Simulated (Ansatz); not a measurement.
# Cl2FHOZr: molecular dynamics

Purpose: to follow the molecule's vibrations and see whether its bonds hold. The start is relaxed first. Runs: 300 steps of 0.5 fs at constant energy, with velocities drawn for 700 K.

Method: RKS PBE0-D4/def2-SVP, in Ansatz 0.2.0.

### Step 1. The structure to begin with

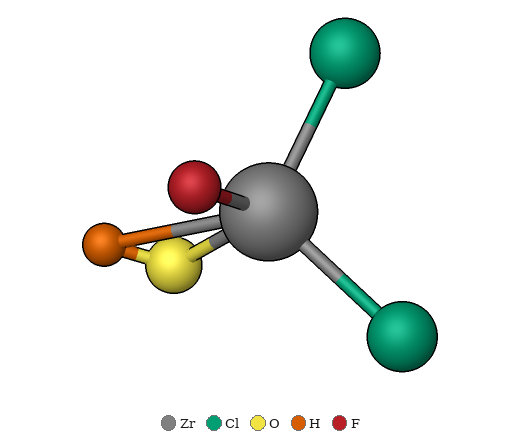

Start, viewed from a chosen angle; zirconium grey, chlorine teal, oxygen yellow, hydrogen orange, fluorine red.

Coordinates:

```xyz
6

Zr    0.0000    0.0000    0.0000
Cl    0.0000    0.0000    2.5200
Cl    2.3764    0.0000   -0.8392
O    -0.9750    1.6891   -0.6893
H    -1.9328    1.4584   -0.9117
F    -0.9326   -1.6157   -0.6593
```

### Step 2. Relaxing the start

The input, input.yaml:

```yaml
crystal:
  periodic: [false, false, false]
  atoms:
    - { symbol: Zr, position_ang: [0.0, 0.0, 0.0] }
    - { symbol: Cl, position_ang: [0.0, 0.0, 2.52] }
    - { symbol: Cl, position_ang: [2.3764, 0.0, -0.8392] }
    - { symbol: O, position_ang: [-0.975, 1.6891, -0.6893] }
    - { symbol: H, position_ang: [-1.9328, 1.4584, -0.9117] }
    - { symbol: F, position_ang: [-0.9326, -1.6157, -0.6593] }
basis:
  gaussian: { orbitals: def2-SVP }
hamiltonian:
  xc: pbe0
  dispersion: d4
relax:
  f_tol: 0.02
  max_steps: 40
output:
  orbitals: {}
```

On the command line:

```console
$ ansatz run input.yaml --threads 2 --pin off --max-ram 3072MiB --backend cpu --events-out ev --progress --plain --runs-dir out
```

Standard output:

```text
Warning: RAYON_NUM_THREADS=2 ignored (pool sized by the plan → 2); use --threads N
The last accepted step is kept in <dir> (removed where the run ends without a failure and the disk answers)
Engine: ansatz 0.2.0, x86_64-unknown-linux-gnu
Functional definition: PBE0
  parameter a = 0.25
  parameter kappa = 0.804
  parameter beta = 0.06672455060314922
  exchange = (1 - a)*pbe_x(kappa = kappa, mu = beta*pi^2/3) + a*exact_x
  correlation = pbe_c(beta = beta)
1021 factors; integrals over basis functions are off by at most 2.5e-4 eV
mean field evaluation 1: about -31080.2429 eV, gradient 6.5e1 eV
mean field evaluation 2: about -30946.4927 eV, gradient 2.6e2 eV
mean field evaluation 4: about -31088.3373 eV, gradient 1.3e1 eV
mean field evaluation 8: about -31088.6958 eV, gradient 2.8e-1 eV
mean field evaluation 16: about -31088.6960 eV, gradient 2.9e-5 eV
mean field -31088.69603766 eV, -1142.4885067089 hartree, gradient 2.9e-5 eV, S^2 0.000000; 0 other end points of the search recorded, 0 dependent functions left out
the calculation of the forces begins
reference -31088.69610061 eV, -1142.4885090225 hartree; 32, 32 occupied and 68, 68 virtual orbitals, 1021 factors
relax step   1: F+E_penalty+E_count = -31088.82849194 eV  Δ(F+E_penalty+E_count) = +0.000e0 eV  max|allowed force component| = 3.297e0 eV/Å  Δτ_max = 0.0000 Å  (29 SCF iters, accepted)
these checks for a lower state are left out or cut short: starts, cluster_reference, orbital_swaps, neighbouring_geometries, increment
1021 factors; integrals over basis functions are off by at most 4.5e-4 eV
mean field -31089.53038213 eV, -1142.5191683026 hartree, gradient 1.5e-5 eV, S^2 0.000000; 0 other end points of the search recorded, 0 dependent functions left out
the calculation of the forces begins
reference -31089.53044420 eV, -1142.5191705839 hartree; 32, 32 occupied and 68, 68 virtual orbitals, 1021 factors
relax step   2: F+E_penalty+E_count = -31089.67664549 eV  Δ(F+E_penalty+E_count) = -8.482e-1 eV  max|allowed force component| = 1.434e0 eV/Å  Δτ_max = 0.1925 Å  (38 SCF iters, accepted)
these checks for a lower state are left out or cut short: starts, cluster_reference, orbital_swaps, neighbouring_geometries, increment
1021 factors; integrals over basis functions are off by at most 4.0e-4 eV
mean field evaluation 32: about -31089.6097 eV, gradient 1.5e-5 eV
mean field -31089.60974253 eV, -1142.5220847437 hartree, gradient 1.5e-5 eV, S^2 0.000000; 0 other end points of the search recorded, 0 dependent functions left out
the calculation of the forces begins
reference -31089.60980459 eV, -1142.5220870241 hartree; 32, 32 occupied and 68, 68 virtual orbitals, 1021 factors
relax step   3: F+E_penalty+E_count = -31089.75431606 eV  Δ(F+E_penalty+E_count) = -7.767e-2 eV  max|allowed force component| = 4.677e-1 eV/Å  Δτ_max = 0.0522 Å  (32 SCF iters, accepted)
these checks for a lower state are left out or cut short: starts, cluster_reference, orbital_swaps, neighbouring_geometries, increment
1021 factors; integrals over basis functions are off by at most 3.9e-4 eV
mean field -31089.64432131 eV, -1142.5233554904 hartree, gradient 1.8e-5 eV, S^2 0.000000; 0 other end points of the search recorded, 0 dependent functions left out
the calculation of the forces begins
reference -31089.64438330 eV, -1142.5233577686 hartree; 32, 32 occupied and 68, 68 virtual orbitals, 1021 factors
relax step   4: F+E_penalty+E_count = -31089.78861541 eV  Δ(F+E_penalty+E_count) = -3.430e-2 eV  max|allowed force component| = 3.350e-1 eV/Å  Δτ_max = 0.0753 Å  (32 SCF iters, accepted)
these checks for a lower state are left out or cut short: starts, cluster_reference, orbital_swaps, neighbouring_geometries, increment
1021 factors; integrals over basis functions are off by at most 3.9e-4 eV
mean field -31089.69303627 eV, -1142.5251457323 hartree, gradient 2.1e-5 eV, S^2 0.000000; 0 other end points of the search recorded, 0 dependent functions left out
the calculation of the forces begins
reference -31089.69309815 eV, -1142.5251480062 hartree; 32, 32 occupied and 68, 68 virtual orbitals, 1021 factors
relax step   5: F+E_penalty+E_count = -31089.83771154 eV  Δ(F+E_penalty+E_count) = -4.910e-2 eV  max|allowed force component| = 1.925e-1 eV/Å  Δτ_max = 0.1478 Å  (31 SCF iters, accepted)
these checks for a lower state are left out or cut short: starts, cluster_reference, orbital_swaps, neighbouring_geometries, increment
1021 factors; integrals over basis functions are off by at most 4.0e-4 eV
mean field -31089.73156913 eV, -1142.5265617886 hartree, gradient 1.8e-5 eV, S^2 0.000000; 0 other end points of the search recorded, 0 dependent functions left out
the calculation of the forces begins
reference -31089.73163103 eV, -1142.5265640632 hartree; 32, 32 occupied and 68, 68 virtual orbitals, 1021 factors
relax step   6: F+E_penalty+E_count = -31089.87633350 eV  Δ(F+E_penalty+E_count) = -3.862e-2 eV  max|allowed force component| = 3.309e-1 eV/Å  Δτ_max = 0.2000 Å  (31 SCF iters, accepted)
these checks for a lower state are left out or cut short: starts, cluster_reference, orbital_swaps, neighbouring_geometries, increment
1021 factors; integrals over basis functions are off by at most 3.9e-4 eV
mean field -31089.74055716 eV, -1142.5268920926 hartree, gradient 8.2e-6 eV, S^2 0.000000; 0 other end points of the search recorded, 0 dependent functions left out
the calculation of the forces begins
reference -31089.74061900 eV, -1142.5268943653 hartree; 32, 32 occupied and 68, 68 virtual orbitals, 1021 factors
relax step   7: F+E_penalty+E_count = -31089.88585439 eV  Δ(F+E_penalty+E_count) = -9.521e-3 eV  max|allowed force component| = 4.064e-2 eV/Å  Δτ_max = 0.1085 Å  (31 SCF iters, accepted)
these checks for a lower state are left out or cut short: starts, cluster_reference, orbital_swaps, neighbouring_geometries, increment
1021 factors; integrals over basis functions are off by at most 3.9e-4 eV
mean field evaluation 64: about -31089.7410 eV, gradient 2.2e-1 eV
mean field -31089.74107939 eV, -1142.5269112842 hartree, gradient 1.3e-5 eV, S^2 0.000000; 0 other end points of the search recorded, 0 dependent functions left out
the calculation of the forces begins
reference -31089.74114124 eV, -1142.5269135571 hartree; 32, 32 occupied and 68, 68 virtual orbitals, 1021 factors
relax step   8: F+E_penalty+E_count = -31089.88631387 eV  Δ(F+E_penalty+E_count) = -4.595e-4 eV  max|allowed force component| = 1.728e-2 eV/Å  Δτ_max = 0.0148 Å  (34 SCF iters, accepted)
1021 factors; integrals over basis functions are off by at most 3.9e-4 eV
mean field -31089.74107939 eV, -1142.5269112842 hartree, gradient 1.3e-5 eV, S^2 0.000000; 1 other end points of the search recorded, 0 dependent functions left out
the calculation of the forces begins
reference -31089.74114124 eV, -1142.5269135571 hartree; 32, 32 occupied and 68, 68 virtual orbitals, 1021 factors
Total energy: -31089.88637572 eV, -1142.5322508258 hartree
Atom 0 at    -0.035377    -0.101230     0.026113 Å, force    -0.014673    -0.001116    -0.009636 eV/Å
Atom 1 at     0.004703     0.002727     2.372671 Å, force    -0.000482     0.001905     0.007884 eV/Å
Atom 2 at     2.135614     0.144574    -0.837142 Å, force     0.006820     0.002576    -0.003407 eV/Å
Atom 3 at    -1.135898     1.273885    -0.643505 Å, force     0.016506    -0.017278     0.009874 eV/Å
Atom 4 at    -1.687662     1.981228    -0.978579 Å, force    -0.008900     0.010852    -0.005381 eV/Å
Atom 5 at    -0.745381    -1.769385    -0.519058 Å, force     0.000728     0.003061     0.000666 eV/Å
Dipole moment:    -0.400886     0.430859    -0.247105 e Å
```

Wall time 12 s (2 threads of AMD EPYC 9R45 (Zen 5), shared host); peak memory 0.25 GiB.

The steps of the relaxation:

```csv
step,energy from step 1 (eV),largest force component (eV/Å)
1,0.0000,3.2970
2,-0.8482,1.4339
3,-0.9258,0.4677
4,-0.9601,0.3350
5,-1.0092,0.1925
6,-1.0478,0.3309
7,-1.0574,0.0406
8,-1.0578,0.0173
```

Step 1 is the start.

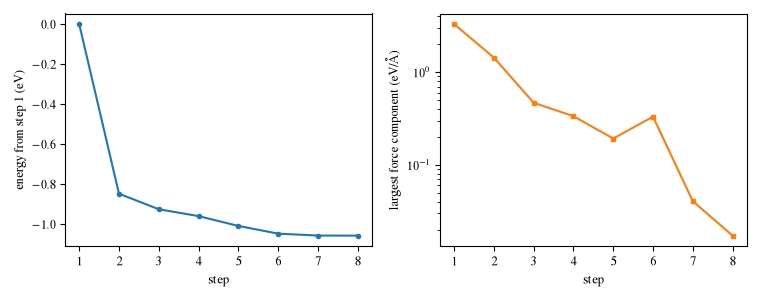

Energy and largest force along the relaxation.

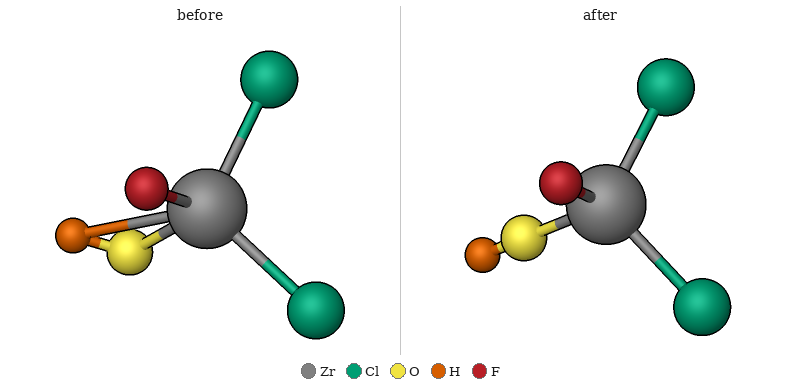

Before and after, at one scale.

After: Bond lengths: Zr1–Cl2 2.349 Å, Zr1–Cl3 2.349 Å, Zr1–O4 1.884 Å, O4–H5 0.958 Å, Zr1–F6 1.893 Å. Angles: Cl2–Zr1–Cl3 110.3°, Cl2–Zr1–O4 109.4°, Cl2–Zr1–F6 109.5°, Cl3–Zr1–O4 109.4°, Cl3–Zr1–F6 109.4°, O4–Zr1–F6 108.8°, Zr1–O4–H5 179.3°.

### Step 3. Dynamics

300 steps of 0.5 fs at constant energy, with velocities drawn for 700 K, from the relaxed start.

The input, input.yaml:

```yaml
crystal:
  periodic: [false, false, false]
  atoms:
    - { symbol: Zr, position_ang: [-0.035377, -0.10123, 0.026113] }
    - { symbol: Cl, position_ang: [0.004703, 0.002727, 2.372671] }
    - { symbol: Cl, position_ang: [2.135614, 0.144574, -0.837142] }
    - { symbol: O, position_ang: [-1.135898, 1.273885, -0.643505] }
    - { symbol: H, position_ang: [-1.687662, 1.981228, -0.978579] }
    - { symbol: F, position_ang: [-0.745381, -1.769385, -0.519058] }
basis:
  gaussian: { orbitals: def2-SVP }
hamiltonian:
  xc: pbe0
  dispersion: d4
md:
  timestep: 0.5
  n_steps: 300
  ensemble: nve
  temperature: 700.0
  initial_velocities: maxwell_boltzmann
  seed: 639514
```

On the command line:

```console
$ ansatz run input.yaml --threads 2 --pin off --max-ram 3072MiB --backend cpu --events-out ev --progress --plain --runs-dir out
```

Standard output, cut to the lines that bear on the results:

```text
Warning: RAYON_NUM_THREADS=2 ignored (pool sized by the plan → 2); use --threads N
[...]
Functional definition: PBE0
[...]
1023 factors; integrals over basis functions are off by at most 1.8e-4 eV
[...]
mean field -31089.74108782 eV, -1142.5269115939 hartree, gradient 6.5e-5 eV, S^2 0.000000; 0 other end points of the search recorded, 0 dependent functions left out
[...]
reference -31089.74114964 eV, -1142.5269138659 hartree; 32, 32 occupied and 68, 68 virtual orbitals, 1023 factors
md step     0: t =     0.00 fs  T =   700.0 K  F+E_penalty+E_count = -31089.88632229 eV  E_kin = 0.361928 eV  conserved = -31089.52439429 eV  (28 SCF iters)
[...]
md step    18: t =     9.00 fs  T =   391.1 K  F+E_penalty+E_count = -31089.72611050 eV  E_kin = 0.202224 eV  conserved = -31089.52388690 eV  (34 SCF iters, 5 dispersion substeps)
[...]
md step    36: t =    18.00 fs  T =   386.3 K  F+E_penalty+E_count = -31089.72267001 eV  E_kin = 0.199757 eV  conserved = -31089.52291264 eV  (35 SCF iters, 5 dispersion substeps)
[...]
md step    54: t =    27.00 fs  T =   413.1 K  F+E_penalty+E_count = -31089.73595641 eV  E_kin = 0.213609 eV  conserved = -31089.52234750 eV  (32 SCF iters, 5 dispersion substeps)
[...]
md step    70: t =    35.00 fs  T =   186.6 K  F+E_penalty+E_count = -31089.61883417 eV  E_kin = 0.096503 eV  conserved = -31089.52233165 eV  (26 SCF iters, 5 dispersion substeps)
md step    71: t =    35.50 fs  T =   189.3 K  F+E_penalty+E_count = -31089.62012729 eV  E_kin = 0.097854 eV  conserved = -31089.52227314 eV  (26 SCF iters, 5 dispersion substeps)
```

### Step 4. More of the same log: dynamics from the start

The log, continued, cut to the lines that bear on the results:

```text
md step    72: t =    36.00 fs  T =   224.6 K  F+E_penalty+E_count = -31089.63911495 eV  E_kin = 0.116152 eV  conserved = -31089.52296318 eV  (26 SCF iters, 5 dispersion substeps)
[...]
md step    94: t =    47.00 fs  T =   348.7 K  F+E_penalty+E_count = -31089.70326079 eV  E_kin = 0.180316 eV  conserved = -31089.52294506 eV  (35 SCF iters, 5 dispersion substeps)
[...]
md step   116: t =    58.00 fs  T =   189.6 K  F+E_penalty+E_count = -31089.62201403 eV  E_kin = 0.098025 eV  conserved = -31089.52398879 eV  (29 SCF iters, 5 dispersion substeps)
[...]
md step   138: t =    69.00 fs  T =   256.2 K  F+E_penalty+E_count = -31089.65498143 eV  E_kin = 0.132461 eV  conserved = -31089.52252001 eV  (34 SCF iters, 5 dispersion substeps)
[...]
md step   160: t =    80.00 fs  T =   253.4 K  F+E_penalty+E_count = -31089.65430009 eV  E_kin = 0.131038 eV  conserved = -31089.52326235 eV  (35 SCF iters, 5 dispersion substeps)
md step   161: t =    80.50 fs  T =   234.3 K  F+E_penalty+E_count = -31089.64394223 eV  E_kin = 0.121153 eV  conserved = -31089.52278920 eV  (35 SCF iters, 5 dispersion substeps)
md step   162: t =    81.00 fs  T =   230.3 K  F+E_penalty+E_count = -31089.64167112 eV  E_kin = 0.119100 eV  conserved = -31089.52257100 eV  (26 SCF iters, 5 dispersion substeps)
```

### Step 5. The log goes on: dynamics from the start

The log, continued, cut to the lines that bear on the results:

```text
md step   163: t =    81.50 fs  T =   248.1 K  F+E_penalty+E_count = -31089.65092042 eV  E_kin = 0.128258 eV  conserved = -31089.52266279 eV  (26 SCF iters, 5 dispersion substeps)
[...]
md step   181: t =    90.50 fs  T =   304.0 K  F+E_penalty+E_count = -31089.68038010 eV  E_kin = 0.157200 eV  conserved = -31089.52318052 eV  (35 SCF iters, 5 dispersion substeps)
[...]
md step   199: t =    99.50 fs  T =   318.2 K  F+E_penalty+E_count = -31089.68839865 eV  E_kin = 0.164526 eV  conserved = -31089.52387264 eV  (34 SCF iters, 5 dispersion substeps)
[...]
md step   217: t =   108.50 fs  T =   473.2 K  F+E_penalty+E_count = -31089.76904113 eV  E_kin = 0.244682 eV  conserved = -31089.52435954 eV  (33 SCF iters, 5 dispersion substeps)
[...]
md step   299: t =   149.50 fs  T =   506.1 K  F+E_penalty+E_count = -31089.78565452 eV  E_kin = 0.261684 eV  conserved = -31089.52397023 eV  (34 SCF iters, 5 dispersion substeps)
[...]
md step   300: t =   150.00 fs  T =   519.8 K  F+E_penalty+E_count = -31089.79308722 eV  E_kin = 0.268763 eV  conserved = -31089.52432422 eV  (30 SCF iters, 5 dispersion substeps)
Total energy: -31089.79314873 eV, -1142.5288247971 hartree
Atom 0 at    -0.024710    -0.063084     0.005291 Å, force    -0.436673    -0.579884     0.257450 eV/Å
Atom 1 at    -0.051409    -0.069542     2.392247 Å, force     0.103754     0.158528    -0.652693 eV/Å
Atom 2 at     2.174029     0.116741    -0.892310 Å, force    -0.468022     0.011249     0.196488 eV/Å
Atom 3 at    -1.168196     1.325288    -0.640923 Å, force     0.459927    -0.497205     0.285498 eV/Å
Atom 4 at    -1.733135     2.091914    -0.756748 Å, force     0.013743    -0.064529    -0.053890 eV/Å
Atom 5 at    -0.733966    -1.814921    -0.366612 Å, force     0.327272     0.971841    -0.032853 eV/Å
Dipole moment:    -0.374835     0.543304    -0.236672 e Å
```

It took 6.3 min on 2 threads of AMD EPYC 9R45 (Zen 5), shared host; peak memory 0.24 GiB.

### Step 6. What the atoms did

One step in 16; energies are changes from step 0:

```csv
time (fs),T (K),potential energy change (meV/atom),total energy change (meV/atom)
0.0,700,0.0,0.00
8.0,443,22.2,0.06
16.0,376,28.1,0.12
24.0,529,14.9,0.17
32.0,244,39.6,0.25
40.0,321,32.9,0.27
48.0,297,35.0,0.30
56.0,90,52.8,0.32
64.0,241,39.9,0.28
72.0,213,42.2,0.24
80.0,253,38.7,0.19
88.0,357,29.6,0.12
96.0,303,34.3,0.07
104.0,413,24.8,0.02
112.0,444,22.1,0.01
120.0,415,24.6,0.05
128.0,577,10.7,0.10
136.0,333,31.8,0.22
144.0,348,30.6,0.31
150.0,520,15.5,0.01
```

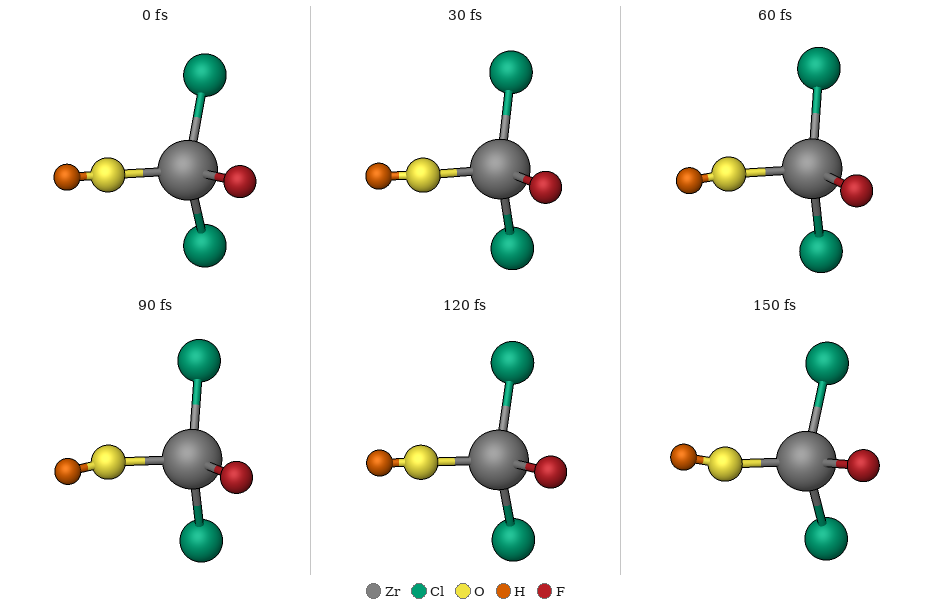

Six frames of the run, seen from a chosen angle. Sticks join atoms within a bonding distance in each frame.

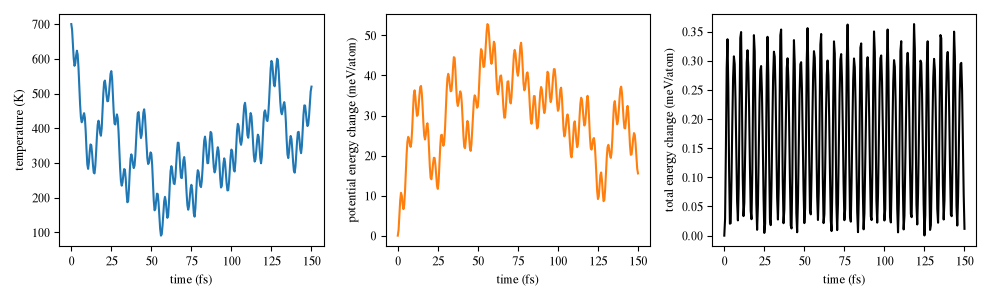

Traces against time; each panel has its own scale.

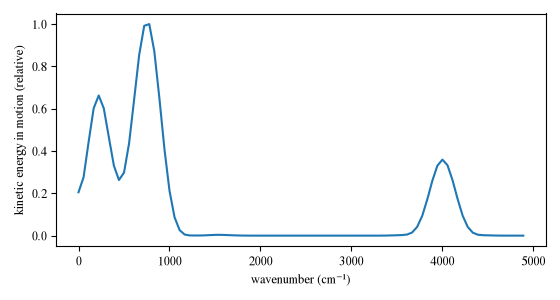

Power spectrum of the mass-weighted velocities; a run of 150 fs resolves no finer than about 440 cm⁻¹.

Maxima of the velocity power spectrum (cm⁻¹, relative height; resolution about 440 cm⁻¹): 220 (66), 780 (100), 4000 (36).

### Step 7. Snapshots as a file

Positions (Å) and forces (eV/Å):

```xyz
6
time_fs=19.0 T=400 dE=0.1568
Zr   -0.001   -0.128    0.068   -1.787    0.082   -1.612
Cl   -0.043    0.051    2.384    0.083   -0.050    0.444
Cl    2.093    0.159   -0.894    0.397    0.021   -0.002
O    -1.120    1.271   -0.650    1.842   -3.020    1.196
H    -1.500    2.079   -0.871   -1.038    2.132   -0.611
F    -0.767   -1.762   -0.636    0.504    0.836    0.586
6
time_fs=37.5 T=325 dE=0.1943
Zr   -0.008   -0.156    0.071    1.769    0.070    1.174
Cl   -0.083    0.093    2.429    0.056   -0.162   -0.040
Cl    2.085    0.175   -0.949    0.174   -0.032    0.106
O    -1.021    1.200   -0.590   -1.331    2.077   -0.779
H    -1.379    2.064   -0.833    0.057   -0.359    0.036
F    -0.734   -1.671   -0.680   -0.725   -1.594   -0.497
6
time_fs=56.0 T=90 dE=0.3170
Zr    0.016   -0.176    0.089   -1.655    1.258   -1.428
Cl   -0.115    0.119    2.469    0.179   -0.314   -0.643
Cl    2.091    0.186   -0.992   -0.216   -0.169    0.410
O    -1.044    1.310   -0.590    0.036    0.131   -0.087
H    -1.514    2.106   -0.985    1.087   -1.819    0.894
F    -0.768   -1.743   -0.753    0.568    0.914    0.854
6
time_fs=75.0 T=237 dE=0.2395
Zr    0.004   -0.165    0.074    1.724   -1.694    1.176
Cl   -0.133    0.117    2.454    0.144   -0.271   -0.425
Cl    2.081    0.184   -1.001   -0.011   -0.085    0.226
O    -0.954    1.240   -0.503   -1.672    2.052   -1.123
H    -1.475    1.869   -1.004   -0.054    0.156    0.018
F    -0.739   -1.719   -0.714   -0.131   -0.159    0.128
6
time_fs=94.0 T=234 dE=0.2431
Zr    0.022   -0.168    0.080   -1.331    2.558   -0.909
Cl   -0.136    0.088    2.401    0.184   -0.232    0.267
Cl    2.070    0.172   -0.987    0.328   -0.088    0.104
O    -1.040    1.356   -0.536    2.340   -3.303    1.723
H    -1.546    1.981   -0.982   -1.311    1.624   -1.162
F    -0.727   -1.725   -0.643   -0.211   -0.558   -0.023
6
time_fs=112.5 T=435 dE=0.1371
Zr    0.010   -0.114    0.064   -0.048   -2.382   -0.512
Cl   -0.122    0.039    2.373    0.145   -0.027    0.622
Cl    2.089    0.153   -0.963    0.365    0.052    0.017
O    -1.024    1.280   -0.523   -1.099    1.478   -0.750
H    -1.525    2.031   -0.865    0.165   -0.287    0.139
F    -0.744   -1.801   -0.574    0.472    1.167    0.483
6
time_fs=131.0 T=447 dE=0.1324
Zr   -0.010   -0.108    0.029    0.179    2.102    0.382
Cl   -0.094   -0.015    2.391    0.146   -0.025   -0.215
Cl    2.137    0.137   -0.935   -0.139   -0.050    0.152
O    -1.113    1.328   -0.586   -0.708    1.177   -0.222
H    -1.635    2.165   -0.776    1.141   -1.878    0.396
F    -0.707   -1.746   -0.445   -0.619   -1.326   -0.493
6
time_fs=150.0 T=520 dE=0.0932
Zr   -0.025   -0.063    0.005   -0.437   -0.580    0.257
Cl   -0.051   -0.070    2.392    0.104    0.159   -0.653
Cl    2.174    0.117   -0.892   -0.468    0.011    0.197
O    -1.168    1.325   -0.641    0.460   -0.497    0.285
H    -1.733    2.092   -0.757    0.014   -0.065   -0.054
F    -0.734   -1.815   -0.367    0.327    0.972   -0.033
```

### Step 8. Outcome

| quantity | value |
| --- | --- |
| relaxation of the start | 7 moves, 1.058 eV lower |
| length | 300 steps of 0.5 fs |
| temperature, first and last step | 700 and 520 K |
| temperature, second half | mean 367 K, from 145 to 600 K |
| potential energy, second half | +29 meV/atom from the start |
| largest change of the total energy | 0.36 meV/atom |
| bonds formed or broken | 0 |

What this shows: The temperature starts at 700 K and averages 367 K in the second half, where it ranges from 145 to 600 K; a mean near half the start is what vibrations about a minimum give, since they share energy equally between motion and strain. The total energy strays from its start by at most 0.36 meV/atom, 1.2 % of the mean kinetic energy, so a step of 0.5 fs is short enough over this time. The bonds all hold. A run of 150 fs with 6 atoms shows the motion but fixes no equilibrium value. The nuclei move classically, without zero-point motion, which matters most for hydrogen.
